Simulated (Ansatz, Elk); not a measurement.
**How far do independent atoms describe CdGa2?**

The structure of CdGa2 used here is made up (a known structure type with other elements) and was relaxed beforehand with PBEsol. The aim is the Fourier transform of its all-electron density, F(hkl), set beside the sum over free spherical atoms that refinements use.

Program: Elk 11.2.3 (patched build). Level of theory: DFT, PBE, all-electron APW+lo, Dirac cores, scalar-relativistic bands, static density, no spin. Results are calculated unless marked as measured.

The structure was built from a prototype and need not be the compound's stable phase.

### 1. Set-up

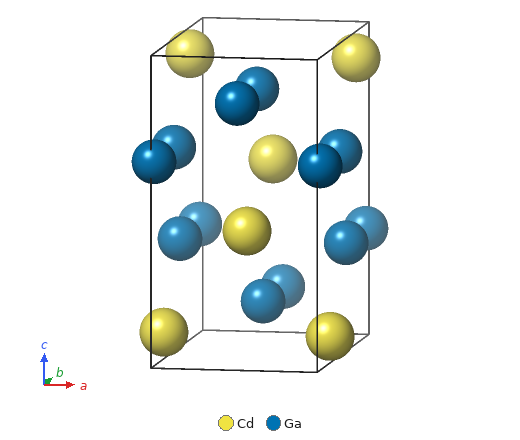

The cell as given, slightly off an axis (cadmium yellow, gallium blue). This picture shows the conventional cell, with its axes. Some periodic images of atoms are drawn too.

### 2. Ground state and structure factors

An all-electron density is needed, since X-rays see the cores too. Task 0 finds the density and task 195 Fourier-transforms it; tshift is off so that phases refer to the origin typed.

The input, elk.in:

```
tasks
  0
  195

xctype
  20

spinpol
  .false.

rgkmax
  7.0

gmaxvr
  14.0

lmaxo
  7

lmaxapw
  8

swidth
  0.002

tshift
  .false.

ramdisk
  .false.

hmaxvr
  5.5

maxscl
  120

epspot
  1e-06

sppath
  './'

avec
  -3.99131669425 6.71269397984 7.45061133734
  3.99131669425 -6.71269397984 7.45061133734
  3.99131669425 6.71269397984 -7.45061133734

atoms
  2
  'Cd.in'
  2
  0.6650962753 0.9150962753 0.7500000000   0.000000 0.000000 0.000000
  0.3349037247 0.0849037247 0.2500000000   0.000000 0.000000 0.000000
  'Ga.in'
  4
  0.2873086692 0.3466036494 0.9407050199   0.000000 0.000000 0.000000
  0.9058986295 0.3466036494 0.5592949801   0.000000 0.000000 0.000000
  0.7126913308 0.6533963506 0.0592949801   0.000000 0.000000 0.000000
  0.0941013705 0.6533963506 0.4407050199   0.000000 0.000000 0.000000

ngridk
  6 6 6
```

Run with:

```
$ OMP_NUM_THREADS=4 elk
```

Numbers of over 12 decimals in the logs are rounded to 6 here.

Output:

```text
┌─────────────────────────┐
│ Elk code version 11.2.3 │
└─────────────────────────┘

All units are atomic (Hartree, Bohr, etc.)

┌─────────────────────────────────────────────────┐
│ Ground-state run starting from atomic densities │
└─────────────────────────────────────────────────┘

Lattice vectors :
  -3.991316694       6.712693980       7.450611337
   3.991316694      -6.712693980       7.450611337
   3.991316694       6.712693980      -7.450611337

Reciprocal lattice vectors :
 -0.2086696903E-16  0.4680077273      0.4216556886
  0.7871068357     -0.7880773991E-17  0.4216556886
  0.7871068357      0.4680077273      0.9630205230E-17

Unit cell volume      :    798.4816458
Brillouin zone volume :   0.3106523672

Muffin-tin inner radius fraction :   0.1000000000E-01

Nuclei treated as point charges

Species : 1 (Cd)
 parameters loaded from : Cd.in
 name : cadmium
 nuclear charge    :   -48.00000000
 electronic charge :    48.00000000
 atomic mass :    204912.7176
 muffin-tin radius :    2.600000000
 number of radial points in muffin-tin :   1193
 inner part over the whole radius :   0.9972693929E-02
 number on inner part of muffin-tin    :    850
 approximate nuclear radius :   0.8708852602E-04
 number of mesh points to nuclear radius :    426
 atomic positions (lattice), magnetic fields (Cartesian) :
  1 :  -0.33490372 -0.08490372 -0.25000000    0.00000000  0.00000000  0.00000000
  2 :   0.33490372  0.08490372  0.25000000    0.00000000  0.00000000  0.00000000

Species : 2 (Ga)
 parameters loaded from : Ga.in
 name : gallium
 nuclear charge    :   -31.00000000
 electronic charge :    31.00000000
 atomic mass :    127097.2539
 muffin-tin radius :    2.395446027
 number of radial points in muffin-tin :    993
 inner part over the whole radius :   0.9958428940E-02
 number on inner part of muffin-tin    :    702
 approximate nuclear radius :   0.7562051033E-04
 number of mesh points to nuclear radius :    339
 atomic positions (lattice), magnetic fields (Cartesian) :
  1 :   0.28730867  0.34660365 -0.05929498    0.00000000  0.00000000  0.00000000
  2 :  -0.09410137  0.34660365 -0.44070502    0.00000000  0.00000000  0.00000000
  3 :  -0.28730867 -0.34660365  0.05929498    0.00000000  0.00000000  0.00000000
  4 :   0.09410137 -0.34660365  0.44070502    0.00000000  0.00000000  0.00000000

Total number of atoms per unit cell :    6
Total muffin-tin volume :    377.5516886
 ratio of muffin-tin to unit cell volume :   0.4728370284

Spin treatment :
 spin-unpolarised

Number of Bravais lattice symmetries :    8
Number of crystal symmetries         :    8
Crystal has inversion symmetry
Real symmetric eigensolver will be used

k-point grid :      6     6     6
k-point offset :    0.000000000       0.000000000       0.000000000
k-point set is reduced with full crystal symmetry group
Total number of k-points :       46

Muffin-tin radius times maximum |G+k| :    7.000000000
 using average radius
Maximum |G+k| for APW functions       :    2.841334963
Maximum (1/2)|G+k|²                   :    4.036592186
Maximum |G| for potential and density :    14.00000000
Constant for pseudocharge density :    9
 order of it for each species :   16  16
 order of it for pair densities of each species (exact exchange by exxq0 0: 17) :   11   9
Radial integration step length :    1

G-vector grid sizes :     49    49    49
Number of G-vectors :    36965

Maximum angular momentum used for
 APW functions            :    8
 outer part of muffin-tin :    7
 inner part of muffin-tin :    2

Total nuclear charge    :   -220.0000000
Total core charge       :    132.0000000
Total valence charge    :    88.00000000
Total excess charge     :    0.000000000
Total electronic charge :    220.0000000

Effective Wigner radius, rₛ :   0.9533474645

Number of empty states         :     24
Total number of valence states :     69
Total number of core states    :    132

Third-order local-orbitals added for an l without core states : T
Total number of local-orbitals :    110

[...]
exchange                    :     -600.67695734980
 correlation                 :     -11.192684778356
 electron entropic           :    -0.72857333710589E-03
 total energy                :     -18969.662349691

Density of states at Fermi energy :    54.84052696
 (states/Hartree/unit cell)

Estimated indirect band gap :   0.1279088783E-02
 from k-point 27 to k-point 26
Estimated direct band gap   :   0.1627668846E-01
 at k-point 3

Charges :
 core                        :    132.0000000
 valence                     :    88.00000000
 interstitial                :    8.360214415
 muffin-tins (core leakage)
  species : 1 (Cd)
[...]
species : 2 (Ga)
[...]
total in muffin-tins        :    211.6397856
 total calculated charge     :    219.9962432
 total charge                :    220.0000000
 error                       :   0.3756781710E-02

RMS change in Kohn-Sham potential (target) :   0.1452709311     (  0.1000000000E-05)
Absolute change in total energy (target)   :   0.2581535184     (  0.1000000000E-03)

[... loops 3 to 15 left out ...]

┌──────────────────┐
│ Loop number : 16 │
└──────────────────┘

Energies :
 Fermi                       :     0.216107
 sum of occupied eigenvalues :     -11181.766337877
 electron kinetic            :      19665.100250055
 core electron kinetic       :      18756.332526310
 Coulomb                     :     -38021.281063127
 Coulomb potential           :     -30049.281059205
 nuclear-nuclear             :     -2329.6180677349
 electron-nuclear            :     -41392.528891409
 Hartree                     :      5700.8658960166
 Madelung                    :     -22996.640533524
 xc potential                :     -797.58552872615
 exchange                    :     -601.11052790264
 correlation                 :     -11.196611008195
 electron entropic           :    -0.76138984128640E-03
 total energy                :     -18968.488713373

Density of states at Fermi energy :    56.57319323
 (states/Hartree/unit cell)

Estimated indirect band gap :   0.1681981477E-02
 from k-point 30 to k-point 21
Estimated direct band gap   :   0.1356706199E-01
 at k-point 36

Charges :
 core                        :    132.0000000
 valence                     :    88.00000000
 interstitial                :    8.161993845
 muffin-tins (core leakage)
  species : 1 (Cd)
[...]
species : 2 (Ga)
[...]
total in muffin-tins        :    211.8380062
 total calculated charge     :    219.9963804
 total charge                :    220.0000000
 error                       :   0.3619575468E-02

RMS change in Kohn-Sham potential (target) :   0.2970257906E-07 (  0.1000000000E-05)
Absolute change in total energy (target)   :   0.2222704643E-04 (  0.1000000000E-03)

Convergence targets achieved

┌──────────────────┐
│ Loop number : 17 │
└──────────────────┘

Energies :
 Fermi                       :     0.216107
 sum of occupied eigenvalues :     -11181.766336774
 electron kinetic            :      19665.100250285
 core electron kinetic       :      18756.332526950
 Coulomb                     :     -38021.281063144
 Coulomb potential           :     -30049.281059931
 nuclear-nuclear             :     -2329.6180677349
 electron-nuclear            :     -41392.528890743
 Hartree                     :      5700.8658953344
 Madelung                    :     -22996.640533178
 xc potential                :     -797.58552712744
 exchange                    :     -601.11052789074
 correlation                 :     -11.196611004002
 electron entropic           :    -0.76138986005642E-03
 total energy                :     -18968.488713143

Density of states at Fermi energy :    56.57319594
 (states/Hartree/unit cell)

Estimated indirect band gap :   0.1681978428E-02
 from k-point 30 to k-point 21
Estimated direct band gap   :   0.1356706221E-01
 at k-point 36

Charges :
 core                        :    132.0000000
 valence                     :    88.00000000
 interstitial                :    8.161993757
 muffin-tins (core leakage)
  species : 1 (Cd)
[...]
species : 2 (Ga)
[...]
atom 2                    :    29.65935864     (  0.7702586287E-03)
   atom 3                    :    29.65935864     (  0.7702586287E-03)
   atom 4                    :    29.65935864     (  0.7702586287E-03)
 total in muffin-tins        :    211.8380062
 total calculated charge     :    219.9963804
 total charge                :    220.0000000
 error                       :   0.3619575438E-02

┌──────────────────────────────┐
│ Self-consistent loop stopped │
└──────────────────────────────┘

Warning : core states of species 1 leak from the muffin-tin :   0.2405729166E-03

Warning : core states of species 2 leak from the muffin-tin :   0.7702586287E-03

Wrote STATE.OUT
```

Run time: 68 s. Hardware: 4 threads of Intel Xeon 6975P-C (Granite Rapids), shared host; peak memory 0.26 GiB; 3.6 min of CPU time.

SFACRHO.OUT:

```text

h k l indices transformed by vhmat matrix:
   1.000000000       0.000000000       0.000000000    
   0.000000000       1.000000000       0.000000000    
   0.000000000       0.000000000       1.000000000    

      h      k      l  multipl.   |H|            Re(F)            Im(F)           |F|

      0      0      0      1   0.0000000       220.00000      0.23605231E-15   220.00000    
      0      1     -1      2  0.62994028       11.155945      0.11081159E-13   11.155945    
     -1      0      0      2  0.62994028      -11.155945      0.55405794E-14   11.155945    
      1      1     -1      2  0.84331138       2.9678133     -0.27702897E-14   2.9678133    
     -1      0      1      4  0.89293375       11.058822      -0.0000000       11.058822    
     -1      1      0      4  0.91573381     -0.11954437E-07  -0.0000000      0.11954437E-07
     -1      1     -1      2  0.93601545      -4.8305630      0.27702897E-14   4.8305630    
      2      0     -1      4   1.2448865      -103.92414      -0.0000000       103.92414    
      1      1     -2      4   1.2448865       103.92414      -0.0000000       103.92414    
     -2      0      0      2   1.2598806      -64.020770      -0.0000000       64.020770    
      0     -2      2      2   1.2598806      -64.020770      0.27702897E-14   64.020770    
     -2      1      0      4   1.2936211      -109.43121      0.69257243E-15   109.43121    
      0      1     -2      4   1.2936211      -109.43121      -0.0000000       109.43121    
      2      1     -1      2   1.3487672      -68.380519      -0.0000000       68.380519    
      1      2     -2      2   1.3487672       68.380519     -0.69257243E-15   68.380519    
      1     -2      2      2   1.4659722      -109.41546     -0.27702897E-14   109.41546    
     -2      1     -1      2   1.4659722       109.41546     -0.69257243E-15   109.41546    
      1      2     -1      4   1.4898587       90.482685      -0.0000000       90.482685
```

Elk indexes on the primitive cell of elk.in and gives |H| = 4π sin θ/λ in inverse bohr. Below, one row stands for each form hkl of the conventional cell (m members, Friedel mates merged), F is for one primitive cell and the density is static (no thermal factor). Free-atom factors are Waasmaier and Kirfel's, and R is Σm||F|−|F'||/Σm|F|.

| hkl | m | sin θ/λ (Å⁻¹) | abs F, DFT | neutral atoms | diff. |
| --- | --- | --- | --- | --- | --- |
| 011 | 4 | 0.095 | 11.156 | 11.305 | -0.149 |
| 002 | 2 | 0.127 | 2.968 | 3.155 | -0.187 |
| 101 | 4 | 0.134 | 11.059 | 11.351 | -0.292 |
| 110 | 4 | 0.138 | 0.000 | 0.000 | +0.000 |
| 020 | 2 | 0.141 | 4.831 | 5.208 | -0.377 |
| 112 | 8 | 0.187 | 103.924 | 104.160 | -0.236 |
| 022 | 4 | 0.190 | 64.021 | 64.190 | -0.169 |
| 121 | 8 | 0.195 | 109.431 | 109.736 | -0.305 |
| 013 | 4 | 0.203 | 68.380 | 68.541 | -0.161 |
| 031 | 4 | 0.221 | 109.415 | 109.875 | -0.460 |
| 103 | 4 | 0.224 | 90.483 | 91.119 | -0.637 |
| 200 | 2 | 0.237 | 167.219 | 168.117 | -0.898 |
| 130 | 4 | 0.242 | 0.000 | 0.000 | +0.000 |
| 004 | 2 | 0.254 | 107.204 | 107.962 | -0.758 |

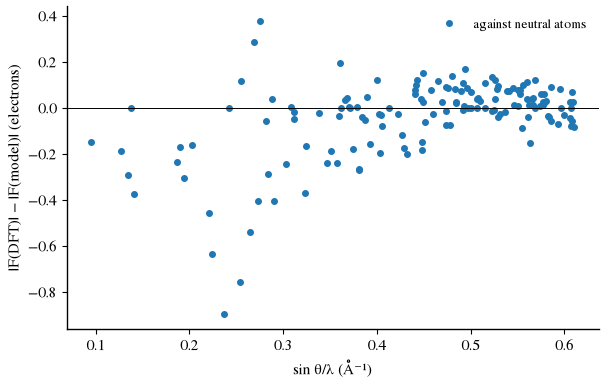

Difference between the calculated structure factors and the independent-atom ones.

### 3. The highest occupied states alone

An energy window below the Fermi level keeps the highest occupied states, to see at which angles they scatter; shallow core shells can lie inside it and anion s states outside. No new self-consistency is needed.

Changes to elk.in since step 2:

```diff
@@ -1,3 +1,2 @@
 tasks
-  0
   195
@@ -40,2 +39,5 @@
 
+wsfac
+  -0.335130 0.516110
+
 sppath
```

Run with:

```
$ OMP_NUM_THREADS=4 elk
```

Output:

```text
┌─────────────────────────────────┐
│ Elk code version 11.2.3 started │
└─────────────────────────────────┘

Info(readinput): the functional depends on the density's gradient
 muffin-tin radial points multiplied by    2.00000
 (not where nrmtscf is given)

┌────────────────────┐
│ Current task : 195 │
└────────────────────┘
Info(checkmt): changed muffin-tin radius of species 2 (Ga) from   2.4000 to   2.3954

Info(sfacrho): density structure factors written to SFACRHO.OUT

 Energy window :  -0.3351300000      0.5161100000

┌──────────────────┐
│ Elk code stopped │
└──────────────────┘
```

It took 12 s on 4 threads; peak memory 0.2 GiB.

States within 15 eV below the Fermi level hold 74.18 electrons; any levels below the window count with the cores, and a count that is not whole means the window cuts a band. Their amplitudes can exceed the total, where window and core parts have opposite phase:

| hkl | sin θ/λ (Å⁻¹) | abs F, window | abs F, all |
| --- | --- | --- | --- |
| 011 | 0.095 | 3.067 | 11.156 |
| 002 | 0.127 | 5.654 | 2.968 |
| 101 | 0.134 | 7.972 | 11.059 |
| 110 | 0.138 | 0.000 | 0.000 |
| 020 | 0.141 | 11.985 | 4.831 |
| 112 | 0.187 | 21.785 | 103.924 |
| 022 | 0.190 | 14.085 | 64.021 |
| 121 | 0.195 | 23.319 | 109.431 |
| 013 | 0.203 | 8.378 | 68.380 |
| 031 | 0.221 | 26.500 | 109.415 |

### 4. Another functional

The difference from free atoms is small, so it is set against the change that LDA (Perdew-Wang) makes.

Changes to elk.in since step 3:

```diff
@@ -1,2 +1,3 @@
 tasks
+  0
   195
@@ -4,3 +5,3 @@
 xctype
-  20
+  3
 
@@ -39,5 +40,2 @@
 
-wsfac
-  -0.335130 0.516110
-
 sppath
```

Run with:

```
$ OMP_NUM_THREADS=4 elk
```

Output:

```text
┌─────────────────────────┐
│ Elk code version 11.2.3 │
└─────────────────────────┘

All units are atomic (Hartree, Bohr, etc.)

┌─────────────────────────────────────────────────┐
│ Ground-state run starting from atomic densities │
└─────────────────────────────────────────────────┘

Lattice vectors :
  -3.991316694       6.712693980       7.450611337
   3.991316694      -6.712693980       7.450611337
   3.991316694       6.712693980      -7.450611337

Reciprocal lattice vectors :
 -0.2086696903E-16  0.4680077273      0.4216556886
[...]
species : 2 (Ga)
[...]
atom 3                    :    29.67546326     (  0.7900053587E-03)
   atom 4                    :    29.67546326     (  0.7900053587E-03)
 total in muffin-tins        :    211.9379569
 total calculated charge     :    219.9962995
 total charge                :    220.0000000
 error                       :   0.3700511521E-02

┌──────────────────────────────┐
│ Self-consistent loop stopped │
└──────────────────────────────┘

Warning : core states of species 1 leak from the muffin-tin :   0.2416446005E-03

Warning : core states of species 2 leak from the muffin-tin :   0.7900053587E-03

Wrote STATE.OUT
[key lines of the parts left out:]
total energy                :     -18947.286643965
```

Elapsed: 45 s, on 4 threads; peak memory 0.19 GiB.

Against the first run R = 0.05 %; the largest change is -0.075 at 152.

### 5. Basis size

The basis and the expansions that go with it are enlarged, to see whether the differences are converged.

Changes to elk.in since step 4:

```diff
@@ -5,3 +5,3 @@
 xctype
-  3
+  20
 
@@ -11,12 +11,12 @@
 rgkmax
-  7.0
+  8.5
 
 gmaxvr
-  14.0
+  18.0
 
 lmaxo
-  7
+  9
 
 lmaxapw
-  8
+  10
```

Run with:

```
$ OMP_NUM_THREADS=4 elk
```

Output:

```text
┌─────────────────────────┐
│ Elk code version 11.2.3 │
└─────────────────────────┘

All units are atomic (Hartree, Bohr, etc.)

┌─────────────────────────────────────────────────┐
│ Ground-state run starting from atomic densities │
└─────────────────────────────────────────────────┘

Lattice vectors :
  -3.991316694       6.712693980       7.450611337
   3.991316694      -6.712693980       7.450611337
   3.991316694       6.712693980      -7.450611337

Reciprocal lattice vectors :
 -0.2086696903E-16  0.4680077273      0.4216556886
[...]
species : 2 (Ga)
[...]
atom 3                    :    29.66557757     (  0.7694761172E-03)
   atom 4                    :    29.66557757     (  0.7694761172E-03)
 total in muffin-tins        :    211.8778716
 total calculated charge     :    219.9963746
 total charge                :    220.0000000
 error                       :   0.3625377995E-02

┌──────────────────────────────┐
│ Self-consistent loop stopped │
└──────────────────────────────┘

Warning : core states of species 1 leak from the muffin-tin :   0.2407495275E-03

Warning : core states of species 2 leak from the muffin-tin :   0.7694761172E-03

Wrote STATE.OUT
[key lines of the parts left out:]
total energy                :     -18968.526062059
```

The job ended after 2.6 min (4 threads; peak memory 0.5 GiB).

Against the first run R = 0.01 %; the largest change is -0.016 at 152.

### 6. Settings against the effect

| run | R against the first run (%) | R against neutral atoms, low angle (%) | wall time |
| --- | --- | --- | --- |
| PBE, rgkmax 7 | 0.00 | 0.58 | 68 s |
| LDA (Perdew-Wang) | 0.05 | 0.58 | 45 s |
| rgkmax 8.5 with larger expansions | 0.01 | 0.58 | 2.6 min |

### 7. Summary of results

| Quantity | Value |
| --- | --- |
| R against neutral atoms, sin θ/λ < 0.3 Å⁻¹ | 0.58 % |
| R against neutral atoms, 0.3 to 0.61 Å⁻¹ | 0.18 % |

What this shows: Independent neutral atoms miss the calculated amplitudes by R = 0.58 % below 0.3 Å⁻¹ and 0.18 % from there to 0.61 Å⁻¹; by shells, 2.77 % below 0.15 Å⁻¹ (4 forms), 0.54 % 0.15 to 0.3 (17 forms), 0.24 % 0.3 to 0.45 (41 forms), 0.15 % above 0.45 (78 forms). Bonding, aspherical density and the tables' own atoms all enter these figures, and the runs don't part them. The largest change of an amplitude is -0.90 electrons, at 200. The window's part falls from 74.2 electrons at the origin to at most 13.75 between 0.45 and 0.61 Å⁻¹, where compact states inside the window still scatter. The window holds more than the 36 outer electrons of the free atoms, so shallow core shells lie inside it. Below 0.3 Å⁻¹ the changes that finished (LDA (Perdew-Wang) and rgkmax 8.5 with larger expansions) move F by R = 0.03 % at most, against the 0.58 % that separates it from free atoms. The k-mesh has no finished test. Part of the difference isn't bonding: the tables are fits to free atoms and ions calculated by other methods than this functional. Thermal motion, anomalous dispersion and extinction are left out.

[Logs are printed without paths, hosts, clocks, repeated set-up lines and the standing remarks that a program may print on its own settings, such as how far it seeks lower states.]

[Hosts, paths, dates, database ids (printed as entryN), source tags and the programs' standing remarks are cut or masked in the printed files.]
